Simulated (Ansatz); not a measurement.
# TaAgO3 (R3c): converging the G0W0 gap, part 2 of 2

Aim: see how the G0W0 gap of TaAgO3 (R3c) on LDA moves with empty bands and screening cutoff, and what each rung costs.

Ansatz 0.2.0; G0W0 on LDA, plane waves, PAW. Known limits of the many-body steps: not at the basis limit; d shell near the gap, gap tends to lie low; no spin-orbit coupling.

So far. Step 4 (1218 empty bands, screening to 270 eV): Against the run with 4×4×4 mesh, 719 empty bands, screening to 190 eV, hard PAW files, the gap moves by +0.05 eV.

In doubt: one-shot GW on d or f shells is unsure (steps 2, 3, 4, 5, 6), so the values of those runs are not to be relied on.

### 5. 2035 empty bands, screening to 380 eV

File input.yaml:

```yaml
crystal:
  lattice:
    - [2.76405, 1.5958250116, 4.5719666667]
    - [-2.76405, 1.5958250116, 4.5719666667]
    - [0.0, -3.1916500231, 4.5719666667]
  atoms:
    - { symbol: Ta, position: [-0.0026385787, -0.0026385787, -0.0026385787] }
    - { symbol: Ta, position: [0.4973614213, 0.4973614213, 0.4973614213] }
    - { symbol: Ag, position: [0.249001027, 0.249001027, 0.249001027] }
    - { symbol: Ag, position: [0.749001027, 0.749001027, 0.749001027] }
    - { symbol: O, position: [0.8177770211, 0.6856263691, 0.2524341615] }
    - { symbol: O, position: [0.2524341615, 0.8177770211, 0.6856263691] }
    - { symbol: O, position: [0.6856263691, 0.2524341615, 0.8177770211] }
    - { symbol: O, position: [0.7524341615, 0.1856263691, 0.3177770211] }
    - { symbol: O, position: [0.1856263691, 0.3177770211, 0.7524341615] }
    - { symbol: O, position: [0.3177770211, 0.7524341615, 0.1856263691] }
kpoints:
  mp_grid: { grid: [4, 4, 4] }
hamiltonian:
  xc: lda
  pseudopotentials: { kind: paw, source: ansatz }
scf:
  occupations: { method: fixed }
gw:
  n_empty_bands: 2035
  ecut_chi: 380
  qp_bands: [v3, c3]
  qp_kpoints: band_edges
  screening: { model: contour_deformation }
```

Command:

```bash
$ ansatz run input.yaml --threads 4 --pin off --max-ram 138240MiB --backend cuda --events-out ev --progress --plain --runs-dir out --devices 1 --max-vram 26GiB
```

Numbers of over 12 decimals in the logs are rounded to 6 here.

What it wrote:

```text
GPUs: using 1 of 1 available (devices: 1).
[...]
GPU FFT provider: cuFFT
GPU libraries: cuBLAS 13.8.2, cuFFT 12.4.0, cuSOLVER 12.3.4
Crystal: 10 atoms, lattice volume = 121.000 Å³
Basis set: ecut = 930 eV, 7793 PW (Γ)
Bands: 77, of which v1, the nominal top of the filled ones, is band 64 counted from 1 (63 counted from 0)
Symmetry: 6 space group operations
[...]
k-points: 13 of 64 (time reversal used)
[...]
1    63     12.7514   -30.4520     4.3927   -25.1737  0.7274    11.8459    11.8658  root
[...]
12    64     12.7182   -31.5939     4.5245   -26.1282  0.7292    11.7546    11.7771  root
    12    65     16.2969   -11.9509    -5.4370   -18.0615  0.7771    16.9795    16.9704  root
    12    66     16.2969   -11.9509    -5.4370   -18.0615  0.7771    16.9795    16.9704  root
    12    67     17.0983   -15.0060    -5.6261   -21.2902  0.7392    17.7680    17.7562  root
[key lines of the parts left out:]
SCF converged after 9 iterations
Free energy (F): -51338.949724 eV
Fermi energy:    12.988408 eV
```

Run time: 9.3 min. Hardware: 1 × NVIDIA H100 80GB HBM3 (shared by 3 runs) with 4 threads of AMD EPYC 7R13 (Zen 3), shared host; peak memory 14 GiB; 17 min of CPU time.

Numbers from this step:

```yaml
bands_summed: 2099
rpa_eps_infinity_on_this_mesh_eigenvalues: 6.800, 6.923, 6.923
plane_waves_in_the_screening_matrix: 2049
g0w0_gap_on_the_mesh: 3.507 eV
k_of_the_valence_top: 0, 0, 0
k_of_the_conduction_bottom: 0, -0.5, -0.5
starting_gap_on_the_mesh: 1.866 eV
least_direct_g0w0_gap_on_the_computed_points: 3.547 eV
```

Against the run with 4×4×4 mesh, 1218 empty bands, screening to 270 eV, hard PAW files, the gap moves by +0.05 eV.

### 6. Changing the k mesh: 6×6×6 mesh, 316 empty bands, screening to 110 eV, hard PAW files

A second mesh at equal bands and cutoff isolates the sampling error. Bands and cutoff differ from the step before, so it is read against an earlier run that matches them.

input.yaml: that of step 5 with these lines changed.

```diff
@@ -17,3 +17,3 @@
 kpoints:
-  mp_grid: { grid: [4, 4, 4] }
+  mp_grid: { grid: [6, 6, 6] }
 hamiltonian:
@@ -24,4 +24,4 @@
 gw:
-  n_empty_bands: 2035
-  ecut_chi: 380
+  n_empty_bands: 316
+  ecut_chi: 110.0
   qp_bands: [v3, c3]
```

What it wrote:

```text
GPUs: using 1 of 1 available (devices: 1).
[...]
GPU FFT provider: cuFFT
GPU libraries: cuBLAS 13.8.2, cuFFT 12.4.0, cuSOLVER 12.3.4
Crystal: 10 atoms, lattice volume = 121.000 Å³
Basis set: ecut = 930 eV, 7793 PW (Γ)
Bands: 77, of which v1, the nominal top of the filled ones, is band 64 counted from 1 (63 counted from 0)
Symmetry: 6 space group operations
[...]
k-points: 32 of 216 (time reversal used)
[...]
1    63     12.8010   -29.7103     4.8599   -24.5252  0.7328    12.4736    12.4758  root
[...]
31    64     12.7176   -31.5835     4.9767   -26.1298  0.7363    12.2356    12.2406  root
    31    65     16.2977   -11.9696    -5.0941   -18.0603  0.7820    17.3155    17.2943  root
    31    66     16.2977   -11.9696    -5.0941   -18.0603  0.7820    17.3155    17.2943  root
    31    67     17.0990   -15.0113    -5.1774   -21.2898  0.7458    18.2349    18.2001  root
[key lines of the parts left out:]
SCF converged after 9 iterations
Free energy (F): -51338.952748 eV
Fermi energy:    13.005376 eV
```

Run time: 6.4 min. Hardware: 1 × NVIDIA H100 80GB HBM3 (shared by 3 runs) with 4 threads; peak memory 3.8 GiB.

This step gave:

```yaml
bands_summed: 380
rpa_eps_infinity_on_this_mesh_eigenvalues: 6.665, 6.847, 6.847
plane_waves_in_the_screening_matrix: 331
g0w0_gap_on_the_mesh: 3.335 eV
k_of_the_valence_top: 0, 0, 0
k_of_the_conduction_bottom: 0, -0.5, -0.5
starting_gap_on_the_mesh: 1.850 eV
least_direct_g0w0_gap_on_the_computed_points: 3.356 eV
```

Against the run with 4×4×4 mesh, 316 empty bands, screening to 110 eV, hard PAW files, the gap moves by +0.005 eV.

### 7. Side by side

Times are wall times on 1 × NVIDIA H100 80GB HBM3 (shared by 3 runs) with 4 threads of AMD EPYC 7R13 (Zen 3), shared host, good to a factor of about two.

```csv
mesh,files,frequency,bands summed,cutoff (eV),start (eV),G0W0 (eV),time,host memory (GiB)
4×4×4,hard PAW,contour deformation,380,110,1.866,3.329,51 s,2.3
4×4×4,hard PAW,contour deformation,783,190,1.866,3.405,2 min,4.1
4×4×4,hard PAW,contour deformation,1282,270,1.866,3.457,4.6 min,7.1
4×4×4,hard PAW,contour deformation,2099,380,1.866,3.507,9.3 min,14
6×6×6,hard PAW,contour deformation,380,110,1.850,3.335,6.4 min,3.8
```

The parts of the quasiparticle energy at the two band edges (eV; QP = start + Σx + Σc − Vxc):

```csv
run,edge,start,Σx,Σc,Vxc,Z,QP
380 bands,valence top,12.85,-29.50,4.85,-24.36,0.73,12.56
380 bands,conduction bottom,14.85,-13.17,-4.75,-18.96,0.79,15.89
783 bands,valence top,12.85,-29.50,4.59,-24.36,0.73,12.29
783 bands,conduction bottom,14.85,-13.17,-4.94,-18.96,0.79,15.70
1282 bands,valence top,12.85,-29.50,4.44,-24.36,0.73,12.15
1282 bands,conduction bottom,14.85,-13.17,-5.04,-18.96,0.79,15.60
2099 bands,valence top,12.85,-29.50,4.33,-24.36,0.72,12.03
2099 bands,conduction bottom,14.85,-13.17,-5.10,-18.96,0.79,15.54
```

 Where G0W0 reorders the edges (380 bands, 783 bands, 1282 bands and 2099 bands), the two states listed lie further apart at the start than the starting gap.

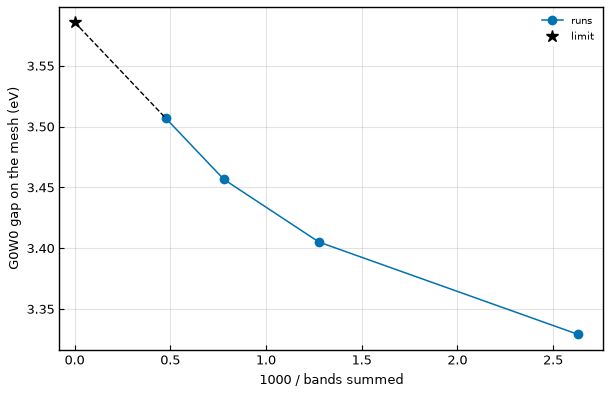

The gap against one over the number of bands; the dashed line carries the two highest rungs to the limit.

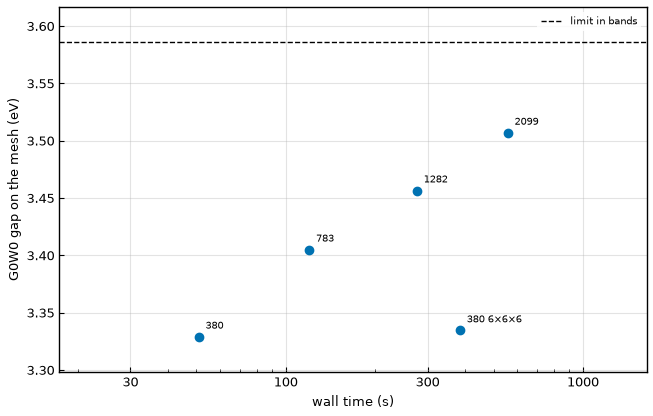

Result against wall time.

### 8. What came out

```
380 bands, 110 eV                   : 3.329 eV
783 bands, 190 eV                   : 3.405 eV
1282 bands, 270 eV                  : 3.457 eV
2099 bands, 380 eV                  : 3.507 eV
estimated limit in bands and cutoff : 3.59 eV
mesh and start                      : 4×4×4, LDA
```

A line in one over the bands through the two highest rungs gives 3.59 eV, +0.08 eV from the top rung; the pair below gives 3.54 eV, so the estimate is still climbing. The rungs stand 0.26 eV (380 bands), 0.18 eV (783 bands), 0.13 eV (1282 bands) and 0.08 eV (2099 bands) from it. From 380 to 2099 bands the gap moves by +0.18 eV while the time grows 11-fold. Σc changes by −0.52 eV at the valence top and −0.35 eV at the conduction bottom, so the levels themselves move more than the gap between them. On the 6×6×6 mesh in place of 4×4×4 the gap differs by +0.01 eV, of which −0.02 eV is already in the start. The cheapest rung within 0.1 eV of this estimate is that with 2099 bands (9.3 min). Gaps are over the mesh's points; an edge off the mesh would be missed. A d shell, filled or nearly so, lies near the gap. One-shot GW converges very slowly in bands there, not always from below, and on a semilocal start the gap tends to come out low; starts rich in exact exchange can overshoot instead. The many-body steps are scalar-relativistic: spin-orbit coupling is not in them.

[Paths, hosts, dates, memory and timing lines, banners, echoed tables and standing remarks are left out of the program output.]

[Logs are printed without paths, hosts, clocks, repeated set-up lines and the standing remarks that a program may print on its own settings, such as how far it seeks lower states.]

[Runs of the session that timed out or met a known fault of the program may be left out.]

[Cells called generated may have been cut or substituted from an entry of the Crystallography Open Database or the Materials Project.]

[Hosts, paths, dates, database ids (printed as entryN), source tags and the programs' standing remarks are cut or masked in the printed files.]
